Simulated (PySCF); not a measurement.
Consider H9NSi3 (SMILES [SiH3]N[SiH2][SiH3]).

```
atom    x (Å)    y (Å)    z (Å)
  Si  -1.9022   0.7823  -0.4373
   N  -1.0808  -0.6066   0.1879
  Si   0.4974  -1.2308  -0.1972
  Si   2.0436   0.4718  -0.1476
   H  -3.0775   0.9651   0.4147
   H  -0.9610   1.8973  -0.3475
   H  -2.3206   0.5978  -1.8330
   H  -1.6990  -1.2905   0.5947
   H   0.4452  -1.9274  -1.4991
   H   0.7018  -2.2847   0.8094
   H   3.4061  -0.0764  -0.1627
   H   1.9790   1.3284   1.0412
   H   1.9635   1.3742  -1.3023
```

Geometry: GFN2-xTB, NEB image 0 of 0 to 8.

The calculation used PBE0/pcSseg-1, SCF density, gas phase, non-relativistic (PySCF).

### What can the converged electron density and electron localisation function tell about the bonding?

Si–N (1.74 Å): the density is about 1 e/Å³ at the midpoint; the ELF peaks at about 0.90 between the atoms, as expected for a polar covalent bond.
Si–Si (2.30 Å): the density is about 0.69 e/Å³ at the midpoint; the ELF peaks at about 1 between the atoms (a shared electron pair).

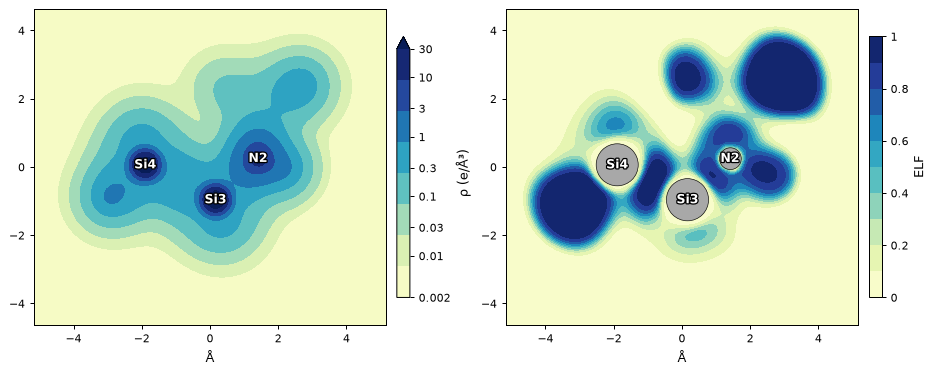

Computed electron density and electron localisation function on the plane of atoms N2, Si3 and Si4, in this order. Grey discs cover the atomic cores in the ELF map. 
